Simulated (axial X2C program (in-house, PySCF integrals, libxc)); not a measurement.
## Relativistic diatomic calculation, with input and output: IrB⁻

- system: IrB⁻, single determinant with Ω = 5/2.
- method: PBE0, two-component X2C with atomic mean-field Coulomb and Gaunt terms, Ir dyall-acv3z, B dyall-av3z (cores contracted) (axial X2C program (in-house, PySCF integrals, libxc))

**The input**
```
{"zs": [77, 5], "q": -1, "bas": ["dyall-acv3z", "dyall-av3z"], "levels": ["PBE0", "HF", "LDA"], "cc": true, "r0": 2.07, "thr": -2.0, "nmax": 90, "npts": 10, "nst": 2, "ntry": 6}
```

The line is the task of a batch: nuclear charges, charge, bases, the levels to run, a first guess of the distance and further settings. This report covers PBE0 with spin-orbit coupling. The log is that of the reference distance 1.795 Å, started from orbitals converged before.

Launched within a batch (the task file carries these settings):
```bash
python <driver script> task.json out
```

**Output**
```
two-component X2C + atomic mean field  PBE0
basis functions 245  fitting functions 1241  grid points 5076
iter        total energy     max residual
   1     -17855.069110927     6.69e-05
   2     -17855.069110931     6.35e-06
converged
one-electron -24709.01961005  Coulomb 7113.49298334  exact exchange -87.80953973  xc functional -269.10050492  nuclear repulsion 113.50040457  atomic mean-field constant -16.13284413
```

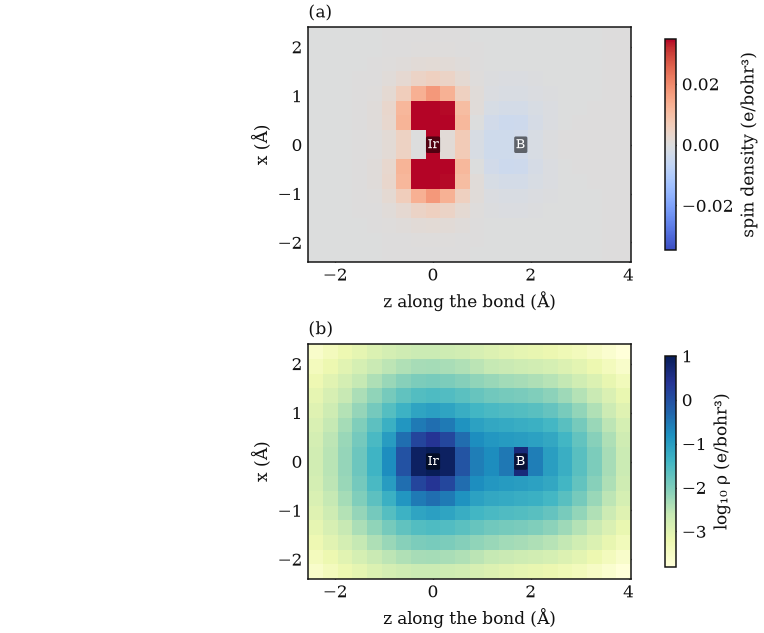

**Figure 1.** (a) spin density; (b) electron density on a logarithmic scale, in a plane that holds the axis, at 1.79 Å, on points 0.3 Å apart (one half computed, the other mirrored); the structure near the nuclei is finer than these points.

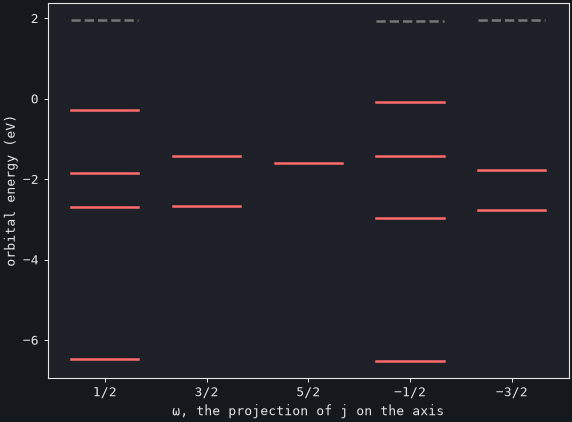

**Figure 2.** Orbital energies near the frontier at 1.79 Å, filled (solid) and empty (dashed). The highest filled spinor (−1/2; 39 % B p, 30 % Ir s) lies at −0.08 eV, the lowest empty one (−1/2; 91 % Ir p, 7 % Ir s) at 1.93 eV.

**What the run reported**

- outcome: not converged in a step after the SCF shown
- hardware: 1 thread of INTEL XEON PLATINUM @ 2.30GHz (Emerald Rapids), 24 GiB of memory available, shared host
- wall time: 7.4 s
- peak memory: 0.86 GiB

**Diagnosis**

The SCF whose log is shown converged, but a later step did not. The run therefore gave no full result.
